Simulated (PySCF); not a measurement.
System: H2B (anion, charge -1), singlet: map of symmetric stretch and bend. Scanned: B-H bond length and H-B-H angle.

Cartesian coordinates as functions of the variables (Å; names that start with a are angles):
```
B  0  0  0
H  r*sin(a/2)  0  r*cos(a/2)
H  -r*sin(a/2)  0  r*cos(a/2)
```

Computed with RHF/def2-TZVPD (PySCF).

Energy in kJ/mol above the lowest grid point; x is the B-H bond length (Å), y the H-B-H angle (°).

| y \ x | 1.06 | 1.14 | 1.21 | 1.27 | 1.33 | 1.40 | 1.46 | 1.52 | 1.58 | 1.64 | 1.69 |
|---|---|---|---|---|---|---|---|---|---|---|---|
| 180 | 169.2 | 131.1 | 131.3 | 149.1 | 178.7 | 223.9 | 268.9 | 317.8 | 369.1 | 421.6 | 465.6 |
| 173 | 165.5 | 127.6 | 127.7 | 145.2 | 174.5 | 219.0 | 263.1 | 310.5 | 359.3 | 406.9 | 439.7 |
| 163 | 151.2 | 112.7 | 111.8 | 128.1 | 155.6 | 197.0 | 237.3 | 279.4 | 320.4 | 356.9 | 381.4 |
| 153 | 131.6 | 91.1 | 88.0 | 102.0 | 126.5 | 163.8 | 199.6 | 236.5 | 271.9 | 303.9 | 327.1 |
| 143 | 110.9 | 67.4 | 61.3 | 72.4 | 93.8 | 127.0 | 159.2 | 192.5 | 225.1 | 255.5 | 278.8 |
| 133 | 92.4 | 45.5 | 36.2 | 44.3 | 62.6 | 92.3 | 121.8 | 152.8 | 183.8 | 213.7 | 237.4 |
| 123 | 79.0 | 28.6 | 15.9 | 21.2 | 36.7 | 63.4 | 90.7 | 120.0 | 150.0 | 179.7 | 203.7 |
| 113 | 73.1 | 19.1 | 3.2 | 5.8 | 18.7 | 42.7 | 68.0 | 95.9 | 125.1 | 154.4 | 178.6 |
| 103 | 76.9 | 19.2 | 0.1 | 0.0 | 10.4 | 31.8 | 55.4 | 81.9 | 110.0 | 138.8 | 162.9 |
| 93 | 92.2 | 30.7 | 8.4 | 5.6 | 13.5 | 32.3 | 54.0 | 78.9 | 105.9 | 133.9 | 157.5 |
| 83 | 120.6 | 55.2 | 29.5 | 24.0 | 29.3 | 45.4 | 65.0 | 88.2 | 113.8 | 140.6 | 163.6 |
| 70 | 178.7 | 108.3 | 78.2 | 69.0 | 70.8 | 83.1 | 99.8 | 120.4 | 143.6 | 168.5 | 190.1 |

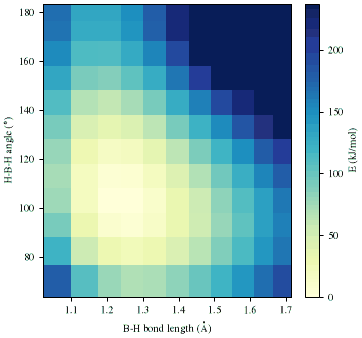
Fig. 1. Energy surface, cut off at 237 kJ/mol.

Points that lie below all their neighbours on the grid: x = 1.27, y = 103 (0.0 kJ/mol).
